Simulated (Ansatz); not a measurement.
**SnTe (SMILES [Sn][Te]) at CCSD/def2-TZVPPD (core potential)**

What is the electronic atomisation energy of SnTe at CCSD/def2-TZVPPD (core potential)? 

Program for the calculation: Ansatz 0.2.0.

18 further runs of the same task are left out: 18 set aside as unsound or not needed.

### 1 The molecule

SnTe: 2 atoms, total charge 0, spin state singlet. As SMILES, `[Sn][Te]`. Geometry: relaxed at PBE0-D4/def2-TZVP.

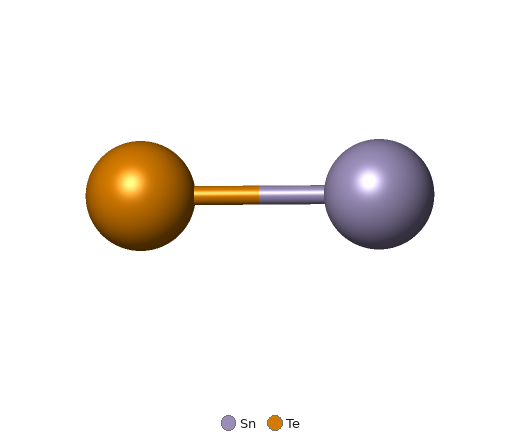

Viewed from a chosen angle; tin purple, tellurium orange.

### 2 The energy at CCSD/def2-TZVPPD (core potential)

File input.yaml:

```yaml
crystal:
  periodic: [false, false, false]
  atoms:
    - {symbol: Sn, position_ang: [0.000000, 0.000000, 0.009440]}
    - {symbol: Te, position_ang: [-0.000000, -0.000000, 2.527330]}
basis:
  gaussian: {orbitals: def2-TZVPPD.json}
correlation: {method: ccsd, frozen_orbitals: {Sn: 4, Te: 4}}
accuracy: high
scf: {omitted_lower_state_checks: [cluster_reference, increment]}
```

The basis set def2-TZVPPD is read from a file made from the Basis Set Exchange's data (not shown).

Command:

```console
ansatz run input.yaml --threads 1 --pin off --max-ram 3480MiB --events-out events.jsonl --progress --plain --runs-dir runs
```

Standard output:

```text
Warning: RAYON_NUM_THREADS=1 ignored (pool sized by the plan → 1); use --threads N
[... 12 lines left out ...]
8 core orbitals not correlated: weight in the atoms' cores, before any rotation towards them, 1.000 or more for the frozen orbitals, at most 0.000 for the correlated occupied ones
[... 22 lines left out ...]
Total energy: -13092.38338391 eV, -481.1362150223 hartree
Checks for a lower state left out: cluster_reference, increment
```

Wall time 17 s (1 thread of Arm Neoverse V1, shared host); peak memory 0.68 GiB.

### 3 The Sn atom at the same level

File input.yaml:

```yaml
basis:
  gaussian: {orbitals: def2-TZVPPD.json}
crystal:
  periodic: [false, false, false]
  atoms:
    - {symbol: Sn, position_ang: [0.000000, 0.000000, 0.000000]}
accuracy: high
scf: {omitted_lower_state_checks: [cluster_reference, increment]}
magnetization: {spin_polarized: true, initial_magnetization: 2}
correlation: {method: ccsd, frozen_orbitals: {Sn: 4}}
```

The basis set def2-TZVPPD is read from a file made from the Basis Set Exchange's data (not shown).

Run the same way, it converges to -213.60215 Eh (log not shown).

### 4 The Te atom

File job.yaml:

```yaml
crystal:
  periodic: [false, false, false]
  atoms:
    - {symbol: Te, position_ang: [0.000000, 0.000000, 0.000000]}
basis:
  gaussian:
    orbitals: def2-TZVPPD.json
magnetization:
  spin_polarized: true
  initial_magnetization: 2
correlation:
  method: ccsd
  frozen_orbitals: {Te: 4}
accuracy: high
scf:
  omitted_lower_state_checks: [cluster_reference, increment]
```

The basis set def2-TZVPPD is read from a file made from the Basis Set Exchange's data (not shown).

Run the same way, it converges to -267.40080 Eh (log not shown).

### 5 Summary of results

At CCSD/def2-TZVPPD (core potential), 8 core orbitals frozen:

| quantity | value |
| --- | --- |
| molecule: total energy | -481.13622 Eh |
| molecule: correlation energy (8 core orbitals frozen) | -722.1 mEh |
| molecule: T1 diagnostic | 0.020 |
| Sn atom: total energy | -213.60215 Eh |
| Sn atom: correlation energy (4 core orbitals frozen) | -262.2 mEh |
| Sn atom: ⟨S²⟩ of the reference determinant | 2.012 |
| Sn atom: T1 diagnostic | 0.011 |
| Te atom: total energy | -267.40080 Eh |
| Te atom: correlation energy (4 core orbitals frozen) | -395.1 mEh |
| Te atom: ⟨S²⟩ of the reference determinant | 2.012 |
| Te atom: T1 diagnostic | 0.008 |
| electronic atomisation energy | 3.626 eV |

**Reading.** Taking the molecule apart into free atoms costs 3.63 eV (84 kcal/mol), before zero-point energy and without spin-orbit coupling. The T1 diagnostic (molecule) of 0.020 is above the customary mark for such species, so a single reference may not serve.
